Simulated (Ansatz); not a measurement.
```xyz
10

Ga   -0.0089    0.0485    0.2779
Cl   -0.2962   -0.9556    2.1984
O     1.6438    0.0628   -0.4324
H     1.9345   -0.7727   -0.8073
O    -1.4520    0.0681   -0.7970
H    -2.1245   -0.5693   -0.5390
N     0.1043    2.0338    0.8131
H     1.0131    2.3778    0.4989
H    -0.6359    2.5643    0.3534
H     0.0286    2.1587    1.8223
```

These are results of Ansatz 0.2.0, RKS PBE0-D4/def2-SVP, not measurements.

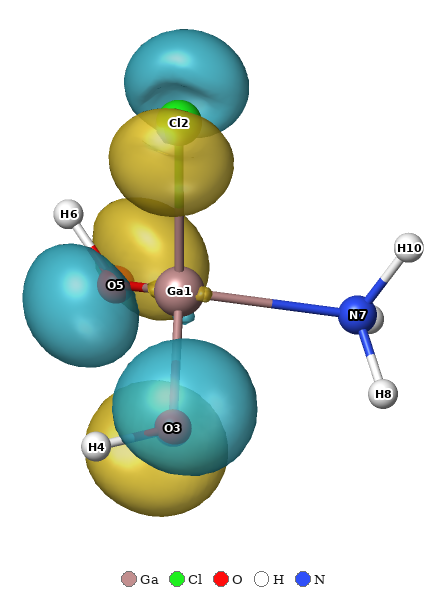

ClGaH5NO2. The HOMO at ±0.15 Å⁻³ᐟ² (yellow and cyan are the two phases), seen at an oblique angle.

### What is the character of this orbital?

By Hirshfeld shares it lies mainly on O3 (about 45 %), O5 (about 30 %) and Cl2 (about 15 %); largely a combination of lone pairs on O3, O5 and Cl2. Its energy is −7.76 eV.
